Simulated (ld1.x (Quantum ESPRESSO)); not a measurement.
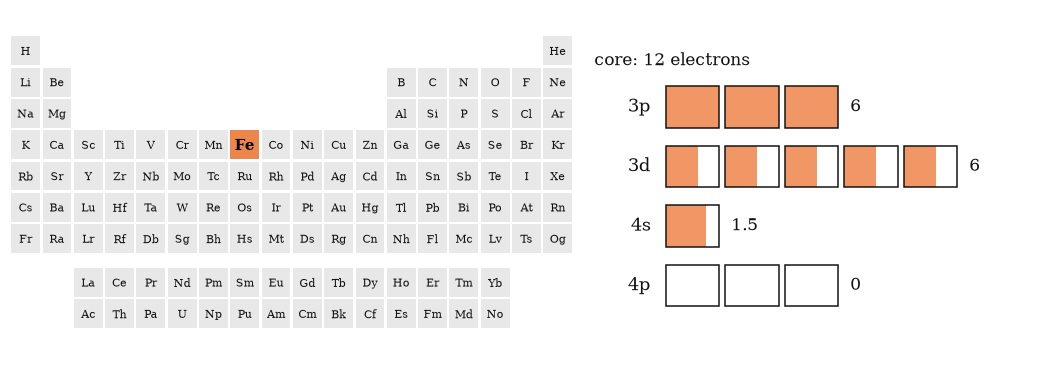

Left, the place of iron in the periodic table; right, the valence shells of the reference configuration: a box for each of the 2l + 1 orbitals, shaded by the share of the shell that is filled, with the electron count at the right.

Run report: Fe, pseudopotential generation (part 1 of 2)

Iron (Fe, Z = 26), core [Ne] 3s2, reference valence 3p6 3d6 4s1.5 4p0 (an ion of charge +0.5), valence charge 14. Computed at this level: RRKJ potential, LDA (PZ), scalar-relativistic, made with ld1.x (Quantum ESPRESSO) 7.5.

Log:
```
     Program LD1 v.7.5
     --------------------------- All-electron run ----------------------------

     Fe
     scalar relativistic calculation

     atomic number is 26.00
     dft =PZ   lsd =0 sic =0 latt =0  beta=0.20 tr2=1.0E-14
     Exchange-correlation= PZ
                           (   1   1   0   0   0   0   0)
     mesh =1191 r(mesh) = 101.18024 a.u. xmin = -7.00 dx = 0.01250
     1 Ry =  13.60569312 eV, c = 137.03599908

     n l     nl                  e(Ry)          e(Ha)          e(eV)
     1 0     1S 1( 2.00)      -513.5659      -256.7830     -6987.4203
     2 0     2S 1( 2.00)       -60.4124       -30.2062      -821.9520
     2 1     2P 1( 6.00)       -51.6004       -25.8002      -702.0593
     3 0     3S 1( 2.00)        -7.1750        -3.5875       -97.6211
     3 1     3P 1( 6.00)        -4.7070        -2.3535       -64.0414
     3 2     3D 1( 6.00)        -0.8693        -0.4347       -11.8278
     4 0     4S 1( 1.50)        -0.6572        -0.3286        -8.9421
     4 1     4P 1( 0.00)        -0.3190        -0.1595        -4.3406

     final scf error:  6.4E-15 reached in  28 iterations

     Etot =   -2540.106154 Ry,   -1270.053077 Ha,  -34559.904831 eV

     Ekin =    2569.314817 Ry,    1284.657408 Ha,   34957.308932 eV
     Encl =   -6071.311060 Ry,   -3035.655530 Ha,  -82604.395143 eV
     Eh   =    1068.168557 Ry,     534.084278 Ha,   14533.173590 eV
     Exc  =    -106.278467 Ry,     -53.139234 Ha,   -1445.992209 eV

     normalization and overlap integrals

     s(1S/1S) =  1.000000  <r> =   0.0586  <r2> =    0.0046  r(max) =   0.0385
     s(2S/2S) =  1.000000  <r> =   0.2675  <r2> =    0.0845  r(max) =   0.2241
     s(2P/2P) =  1.000000  <r> =   0.2358  <r2> =    0.0684  r(max) =   0.1790
     s(3S/3S) =  1.000000  <r> =   0.8124  <r2> =    0.7628  r(max) =   0.6990
     s(3P/3P) =  1.000000  <r> =   0.8589  <r2> =    0.8718  r(max) =   0.7167
     s(3D/3D) =  1.000000  <r> =   1.1271  <r2> =    1.7011  r(max) =   0.7078
     s(4S/4S) =  1.000000  <r> =   2.8104  <r2> =    9.0979  r(max) =   2.3208
     s(4P/4P) =  1.000000  <r> =   3.7134  <r2> =   16.0890  r(max) =   3.0174

     ------------------------ End of All-electron run ------------------------

     --------------------- Generating NC pseudopotential ---------------------

      Generating local pot.: lloc=1, matching radius rcloc =   1.0500

      Computing core charge for nlcc:

       r > 0.40 : true rho core
       r < 0.40 : rho core = a sin(br)/r    a=  43.01  b=   6.50

      Integrated core pseudo-charge :   5.42

      Wfc   4S  rcut= 2.565  Estimated cut-off energy=        6.96 Ry
      Using 4 Bessel functions for this wfc, rho(0) = 0.010
      This function has    0 nodes for 0 < r <    2.565

      Wfc   3D  rcut= 1.595  Estimated cut-off energy=       92.27 Ry
      This function has    0 nodes for 0 < r <    1.595

     ------------------- End of pseudopotential generation -------------------

     --------------------------- All-electron run ----------------------------

     Fe
     scalar relativistic calculation

     atomic number is 26.00
     dft =PZ   lsd =0 sic =0 latt =0  beta=0.20 tr2=1.0E-14
     Exchange-correlation= PZ
                           (   1   1   0   0   0   0   0)
     mesh =1191 r(mesh) = 101.18024 a.u. xmin = -7.00 dx = 0.01250
     1 Ry =  13.60569312 eV, c = 137.03599908

     n l     nl                  e(Ry)          e(Ha)          e(eV)
     1 0     1S 1( 2.00)      -513.5659      -256.7830     -6987.4203
     2 0     2S 1( 2.00)       -60.4124       -30.2062      -821.9520
     2 1     2P 1( 6.00)       -51.6004       -25.8002      -702.0593
     3 0     3S 1( 2.00)        -7.1750        -3.5875       -97.6211
     3 1     3P 1( 6.00)        -4.7070        -2.3535       -64.0414
     3 2     3D 1( 6.00)        -0.8693        -0.4347       -11.8278
     4 0     4S 1( 1.50)        -0.6572        -0.3286        -8.9421
     4 1     4P 1( 0.00)        -0.3190        -0.1595        -4.3406

     final scf error:  6.4E-15 reached in  28 iterations

     Etot =   -2540.106154 Ry,   -1270.053077 Ha,  -34559.904831 eV

     Ekin =    2569.314817 Ry,    1284.657408 Ha,   34957.308932 eV
     Encl =   -6071.311060 Ry,   -3035.655530 Ha,  -82604.395143 eV
     Eh   =    1068.168557 Ry,     534.084278 Ha,   14533.173590 eV
     Exc  =    -106.278467 Ry,     -53.139234 Ha,   -1445.992209 eV

     normalization and overlap integrals

     s(1S/1S) =  1.000000  <r> =   0.0586  <r2> =    0.0046  r(max) =   0.0385
     s(2S/2S) =  1.000000  <r> =   0.2675  <r2> =    0.0845  r(max) =   0.2241
     s(2P/2P) =  1.000000  <r> =   0.2358  <r2> =    0.0684  r(max) =   0.1790
     s(3S/3S) =  1.000000  <r> =   0.8124  <r2> =    0.7628  r(max) =   0.6990
     s(3P/3P) =  1.000000  <r> =   0.8589  <r2> =    0.8718  r(max) =   0.7167
     s(3D/3D) =  1.000000  <r> =   1.1271  <r2> =    1.7011  r(max) =   0.7078
     s(4S/4S) =  1.000000  <r> =   2.8104  <r2> =    9.0979  r(max) =   2.3208
     s(4P/4P) =  1.000000  <r> =   3.7134  <r2> =   16.0890  r(max) =   3.0174

     ------------------------ End of All-electron run ------------------------

     Computing logarithmic derivative in   2.74745
     Computing logarithmic derivative in   2.74745
     Computing the partial wave expansion
     R is outside the sphere for l=    0 j= 0.00
       no projector for channel:   1
     R is outside the sphere for l=    2 j= 0.00

     ---------------------- Testing the pseudopotential ----------------------

     Fe
     scalar relativistic calculation

     atomic number is 26.00   valence charge is 14.00
     dft =PZ   lsd =0 sic =0 latt =0  beta=0.20 tr2=1.0E-14
     mesh =1191 r(mesh) = 101.18024 xmin = -7.00 dx = 0.01250

     n l     nl             e AE (Ry)        e PS (Ry)    De AE-PS (Ry)
     2 1     3P   1( 6.00)       -4.70696       -4.70702        0.00006
     3 2     3D   1( 6.00)       -0.86933       -0.86933        0.00000
     1 0     4S   1( 1.50)       -0.65723       -0.65723        0.00000
     3 1     4P   1( 0.00)       -0.31903       -0.32029        0.00126

     eps = 3.7E-15  iter = 21

     Etot =   -2540.106154 Ry,   -1270.053077 Ha,  -34559.904831 eV
     Etotps =  -188.273613 Ry,     -94.136807 Ha,   -2561.593007 eV

     Ekin =     105.685454 Ry,      52.842727 Ha,    1437.923849 eV
     Encl =    -389.578605 Ry,    -194.789303 Ha,   -5300.486951 eV
     Ehrt =     144.829818 Ry,      72.414909 Ha,    1970.510054 eV
     Ecxc =     -37.174125 Ry,     -18.587063 Ha,    -505.779743 eV
     (Ecc =     -13.569628 Ry,      -6.784814 Ha,    -184.624192 eV)
     Epseu=     -12.036154 Ry,      -6.018077 Ha,    -163.760217 eV

     ---------------------- End of pseudopotential test ----------------------
```

Output of the test run (extracts):
```
     ---------------------- Testing the pseudopotential ----------------------

     Fe
     scalar relativistic calculation

     atomic number is 26.00   valence charge is 14.00
     dft =PZ   lsd =0 sic =0 latt =0  beta=0.20 tr2=1.0E-14
     mesh =1191 r(mesh) = 101.18024 xmin = -7.00 dx = 0.01250

     n l     nl             e AE (Ry)        e PS (Ry)    De AE-PS (Ry)
     2 1     3P   1( 6.00)       -4.70696       -4.70702        0.00006
     3 2     3D   1( 6.00)       -0.86933       -0.86933        0.00000
     1 0     4S   1( 1.50)       -0.65723       -0.65723        0.00000
     3 1     4P   1( 0.00)       -0.31903       -0.32029        0.00126

     eps = 4.2E-15  iter = 12

     Etot =   -2540.106154 Ry,   -1270.053077 Ha,  -34559.904831 eV
     Etotps =  -188.273616 Ry,     -94.136808 Ha,   -2561.593042 eV

     Ekin =     105.685450 Ry,      52.842725 Ha,    1437.923807 eV
     Encl =    -389.578605 Ry,    -194.789303 Ha,   -5300.486953 eV
     Ehrt =     144.829818 Ry,      72.414909 Ha,    1970.510061 eV
     Ecxc =     -37.174125 Ry,     -18.587063 Ha,    -505.779743 eV
     (Ecc =     -13.569628 Ry,      -6.784814 Ha,    -184.624192 eV)
     Epseu=     -12.036154 Ry,      -6.018077 Ha,    -163.760215 eV

     ---------------------- End of pseudopotential test ----------------------

     ---------------------- Testing the pseudopotential ----------------------

     Fe
     scalar relativistic calculation

     atomic number is 26.00   valence charge is 14.00
     dft =PZ   lsd =0 sic =0 latt =0  beta=0.20 tr2=1.0E-14
     mesh =1191 r(mesh) = 101.18024 xmin = -7.00 dx = 0.01250

     n l     nl             e AE (Ry)        e PS (Ry)    De AE-PS (Ry)
     2 1     3P   1( 6.00)       -4.40452       -4.40616        0.00164
     3 2     3D   1( 6.00)       -0.56965       -0.56987        0.00022
     1 0     4S   1( 2.00)       -0.40342       -0.40341       -0.00001
     3 1     4P   1( 0.00)       -0.10550       -0.10645        0.00095

     eps = 3.0E-15  iter = 14

     Etot =   -2540.370445 Ry,   -1270.185223 Ha,  -34563.500698 eV
     Etotps =  -188.537928 Ry,     -94.268964 Ha,   -2565.189192 eV
     dEtot_ae =      -0.264291 Ry
     dEtot_ps =      -0.264312 Ry,   Delta E=       0.000021 Ry

     Ekin =     105.392473 Ry,      52.696236 Ha,    1433.937641 eV
     Encl =    -393.715439 Ry,    -196.857720 Ha,   -5356.771446 eV
     Ehrt =     148.931136 Ry,      74.465568 Ha,    2026.311332 eV
     Ecxc =     -37.357626 Ry,     -18.678813 Ha,    -508.276397 eV
     (Ecc =     -13.569628 Ry,      -6.784814 Ha,    -184.624192 eV)
     Epseu=     -11.788471 Ry,      -5.894236 Ha,    -160.390322 eV

     ---------------------- End of pseudopotential test ----------------------

     ---------------------- Testing the pseudopotential ----------------------

     Fe
     scalar relativistic calculation

     atomic number is 26.00   valence charge is 14.00
     dft =PZ   lsd =0 sic =0 latt =0  beta=0.20 tr2=1.0E-14
     mesh =1191 r(mesh) = 101.18024 xmin = -7.00 dx = 0.01250

     n l     nl             e AE (Ry)        e PS (Ry)    De AE-PS (Ry)
     2 1     3P   1( 6.00)       -5.03768       -5.03587       -0.00181
     3 2     3D   1( 6.00)       -1.19594       -1.19578       -0.00016
     1 0     4S   1( 1.00)       -0.92859       -0.92873        0.00014
     3 1     4P   1( 0.00)       -0.55469       -0.55625        0.00156

     eps = 5.6E-15  iter = 15

     Etot =   -2539.710356 Ry,   -1269.855178 Ha,  -34554.519721 eV
     Etotps =  -187.877752 Ry,     -93.938876 Ha,   -2556.207040 eV
     dEtot_ae =       0.395798 Ry
     dEtot_ps =       0.395864 Ry,   Delta E=      -0.000066 Ry

     Ekin =     106.033828 Ry,      53.016914 Ha,    1442.663724 eV
     Encl =    -385.062349 Ry,    -192.531175 Ha,   -5239.040158 eV
     Ehrt =     140.500067 Ry,      70.250033 Ha,    1911.600791 eV
     Ecxc =     -36.980325 Ry,     -18.490163 Ha,    -503.142958 eV
     (Ecc =     -13.569628 Ry,      -6.784814 Ha,    -184.624192 eV)
     Epseu=     -12.368972 Ry,      -6.184486 Ha,    -168.288438 eV

     ---------------------- End of pseudopotential test ----------------------

     ---------------------- Testing the pseudopotential ----------------------

     Fe
     scalar relativistic calculation

     atomic number is 26.00   valence charge is 14.00
     dft =PZ   lsd =0 sic =0 latt =0  beta=0.20 tr2=1.0E-14
     mesh =1191 r(mesh) = 101.18024 xmin = -7.00 dx = 0.01250

     n l     nl             e AE (Ry)        e PS (Ry)    De AE-PS (Ry)
     2 1     3P   1( 6.00)       -5.76799       -5.76215       -0.00585  !
     3 2     3D   1( 6.00)       -1.91334       -1.91371        0.00037
     1 0     4S   1( 0.00)       -1.49677       -1.49830        0.00153
     3 1     4P   1( 0.00)       -1.05270       -1.05531        0.00261

     eps = 3.0E-16  iter = 14

     Etot =   -2538.498203 Ry,   -1269.249101 Ha,  -34538.027538 eV
     Etotps =  -186.664846 Ry,     -93.332423 Ha,   -2539.704610 eV
     dEtot_ae =       1.607951 Ry
     dEtot_ps =       1.608770 Ry,   Delta E=      -0.000819 Ry

     Ekin =     106.932720 Ry,      53.466360 Ha,    1454.893768 eV
     Encl =    -375.110138 Ry,    -187.555069 Ha,   -5103.633427 eV
     Ehrt =     131.432377 Ry,      65.716188 Ha,    1788.228588 eV
     Ecxc =     -36.593334 Ry,     -18.296667 Ha,    -497.877666 eV
     (Ecc =     -13.569628 Ry,      -6.784814 Ha,    -184.624192 eV)
     Epseu=     -13.326471 Ry,      -6.663235 Ha,    -181.315873 eV

     ---------------------- End of pseudopotential test ----------------------

     ---------------------- Testing the pseudopotential ----------------------

     Fe
     scalar relativistic calculation

     atomic number is 26.00   valence charge is 14.00
     dft =PZ   lsd =0 sic =0 latt =0  beta=0.20 tr2=1.0E-14
     mesh =1191 r(mesh) = 101.18024 xmin = -7.00 dx = 0.01250

     n l     nl             e AE (Ry)        e PS (Ry)    De AE-PS (Ry)
     2 1     3P   1( 6.00)       -4.94732       -4.95415        0.00683  !
     3 2     3D   1( 5.00)       -1.05394       -1.04531       -0.00863  !
     1 0     4S   1( 2.00)       -0.56301       -0.56079       -0.00222
     3 1     4P   1( 1.00)       -0.20197       -0.20352        0.00155

     eps = 5.0E-15  iter = 19

     Etot =   -2539.719125 Ry,   -1269.859562 Ha,  -34554.639027 eV
     Etotps =  -187.890739 Ry,     -93.945369 Ha,   -2556.383729 eV
     dEtot_ae =       0.387029 Ry
     dEtot_ps =       0.382877 Ry,   Delta E=       0.004152 Ry

     Ekin =     101.690793 Ry,      50.845397 Ha,    1383.573729 eV
     Encl =    -384.930150 Ry,    -192.465075 Ha,   -5237.241500 eV
     Ehrt =     142.476303 Ry,      71.238151 Ha,    1938.488853 eV
     Ecxc =     -36.651339 Ry,     -18.325669 Ha,    -498.666869 eV
     (Ecc =     -13.569628 Ry,      -6.784814 Ha,    -184.624192 eV)
     Epseu=     -10.476345 Ry,      -5.238173 Ha,    -142.537941 eV

     ---------------------- End of pseudopotential test ----------------------

     ---------------------- Testing the pseudopotential ----------------------

     Fe
     scalar relativistic calculation

     atomic number is 26.00   valence charge is 14.00
     dft =PZ   lsd =0 sic =0 latt =0  beta=0.20 tr2=1.0E-14
     mesh =1191 r(mesh) = 101.18024 xmin = -7.00 dx = 0.01250

     n l     nl             e AE (Ry)        e PS (Ry)    De AE-PS (Ry)
     2 1     3P   1( 6.00)       -4.65524       -4.64080       -0.01444  !
     3 2     3D   1( 7.00)       -0.86763       -0.86615       -0.00149
     1 0     4S   1( 0.00)       -0.81037       -0.81097        0.00060
     3 1     4P   1( 0.00)       -0.46767       -0.46797        0.00030

     eps = 9.4E-15  iter = 20

     Etot =   -2539.866303 Ry,   -1269.933151 Ha,  -34556.641492 eV
     Etotps =  -188.032615 Ry,     -94.016308 Ha,   -2558.314060 eV
     dEtot_ae =       0.239851 Ry
     dEtot_ps =       0.241001 Ry,   Delta E=      -0.001150 Ry

     Ekin =     109.547571 Ry,      54.773785 Ha,    1490.470628 eV
     Encl =    -391.500909 Ry,    -195.750455 Ha,   -5326.641230 eV
     Ehrt =     145.223924 Ry,      72.611962 Ha,    1975.872149 eV
     Ecxc =     -37.550844 Ry,     -18.775422 Ha,    -510.905260 eV
     (Ecc =     -13.569628 Ry,      -6.784814 Ha,    -184.624192 eV)
     Epseu=     -13.752357 Ry,      -6.876178 Ha,    -187.110348 eV

     ---------------------- End of pseudopotential test ----------------------

     ---------------------- Testing the pseudopotential ----------------------

     Fe
     scalar relativistic calculation

     atomic number is 26.00   valence charge is 14.00
     dft =PZ   lsd =0 sic =0 latt =0  beta=0.20 tr2=1.0E-14
     mesh =1191 r(mesh) = 101.18024 xmin = -7.00 dx = 0.01250

     n l     nl             e AE (Ry)        e PS (Ry)    De AE-PS (Ry)
     2 1     3P   1( 6.00)       -4.64161       -4.63173       -0.00988  !
     3 2     3D   1( 6.00)       -0.79775       -0.79385       -0.00389
     1 0     4S   1( 0.00)       -0.54615       -0.54578       -0.00038
     3 1     4P   1( 2.00)       -0.21134       -0.21161        0.00027

     eps = 4.8E-15  iter = 17

     Etot =   -2539.737380 Ry,   -1269.868690 Ha,  -34554.887410 eV
     Etotps =  -187.906574 Ry,     -93.953287 Ha,   -2556.599183 eV
     dEtot_ae =       0.368774 Ry
     dEtot_ps =       0.367042 Ry,   Delta E=       0.001732 Ry

     Ekin =     107.217844 Ry,      53.608922 Ha,    1458.773080 eV
     Encl =    -390.854933 Ry,    -195.427467 Ha,   -5317.852280 eV
     Ehrt =     145.929978 Ry,      72.964989 Ha,    1985.478493 eV
     Ecxc =     -37.195272 Ry,     -18.597636 Ha,    -506.067460 eV
     (Ecc =     -13.569628 Ry,      -6.784814 Ha,    -184.624192 eV)
     Epseu=     -13.004190 Ry,      -6.502095 Ha,    -176.931016 eV

     ---------------------- End of pseudopotential test ----------------------

     ---------------------- Testing the pseudopotential ----------------------

     Fe
     scalar relativistic calculation

     atomic number is 26.00   valence charge is 14.00
     dft =PZ   lsd =0 sic =0 latt =0  beta=0.20 tr2=1.0E-14
     mesh =1191 r(mesh) = 101.18024 xmin = -7.00 dx = 0.01250

     n l     nl             e AE (Ry)        e PS (Ry)    De AE-PS (Ry)
     2 1     3P   1( 6.00)       -4.08239       -4.07270       -0.00969  !
     3 2     3D   1( 7.00)       -0.29864       -0.29744       -0.00120
     1 0     4S   1( 1.00)       -0.32898       -0.32933        0.00035
     3 1     4P   1( 0.00)       -0.07088       -0.07111        0.00023

     eps = 8.8E-15  iter = 26

     Etot =   -2540.431354 Ry,   -1270.215677 Ha,  -34564.329409 eV
     Etotps =  -188.598178 Ry,     -94.299089 Ha,   -2566.008935 eV
     dEtot_ae =      -0.325201 Ry
     dEtot_ps =      -0.324562 Ry,   Delta E=      -0.000638 Ry

     Ekin =     108.453474 Ry,      54.226737 Ha,    1475.584686 eV
     Encl =    -399.158183 Ry,    -199.579092 Ha,   -5430.823746 eV
     Ehrt =     152.932912 Ry,      76.466456 Ha,    2080.758265 eV
     Ecxc =     -37.815961 Ry,     -18.907980 Ha,    -514.512357 eV
     (Ecc =     -13.569628 Ry,      -6.784814 Ha,    -184.624192 eV)
     Epseu=     -13.010420 Ry,      -6.505210 Ha,    -177.015784 eV

     ---------------------- End of pseudopotential test ----------------------
```

(Continued in part 2.) Outcome of the run: generated, with a ghost state.
